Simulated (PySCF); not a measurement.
Input

```
{"job": {"kind": "nmr", "xc": "PBE0", "basis": "pcSseg-2"}, "charge": 0, "multiplicity": 1}
O      0.501410     0.982969     1.002934
P      1.067019     0.099202    -0.047151
O      2.058083     0.815524    -1.097102
O      1.996804    -1.106965     0.457820
S     -0.384761    -0.849992    -1.195433
Si    -2.048296    -0.261149     0.079853
H      1.699534     1.665745    -1.385338
H      2.468291    -0.853572     1.264228
H     -3.193627    -0.952719    -0.580432
H     -2.261788     1.208553     0.048882
H     -1.869934    -0.776053     1.462120
```

Launched as:

```sh
OMP_NUM_THREADS=1 python cluster_run.py task.json out
```

Geometry: PBE0-D3(BJ)/def2-SVP.

Computed with PBE0/pcSseg-2, SCF density, gas phase, non-relativistic (PySCF).

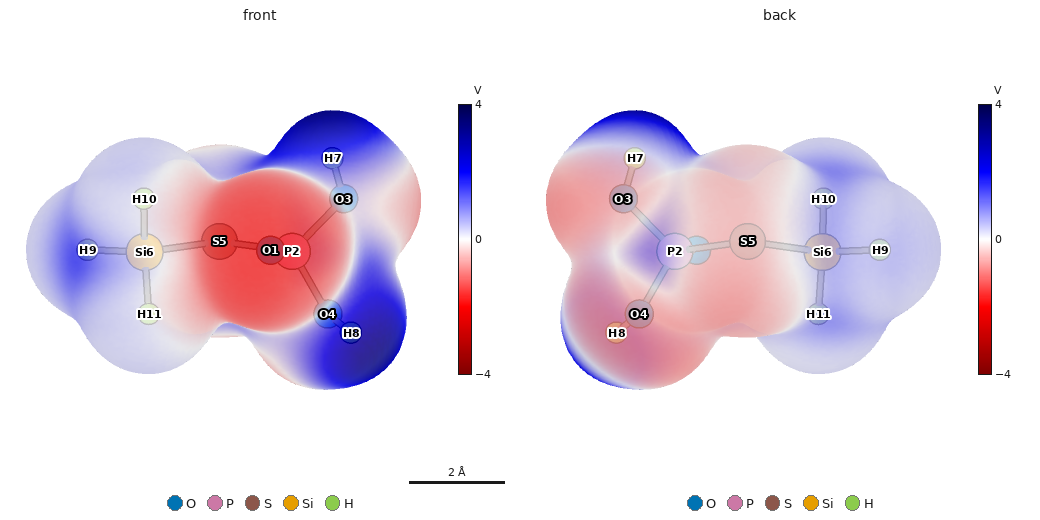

H5O3PSSi (SMILES O=P(O)(O)S[SiH3]). The electrostatic potential painted on the density surface at 0.002 e/bohr³, seen from the front and from behind; the colour scale runs from red (negative) to blue (positive).

Q: Describe the electrostatic potential map.

A: The most negative region (about −1.7 V) lies over O1, the most positive (about +3.2 V) over H7 and H8. O1 is the likeliest acceptor of a hydrogen bond.
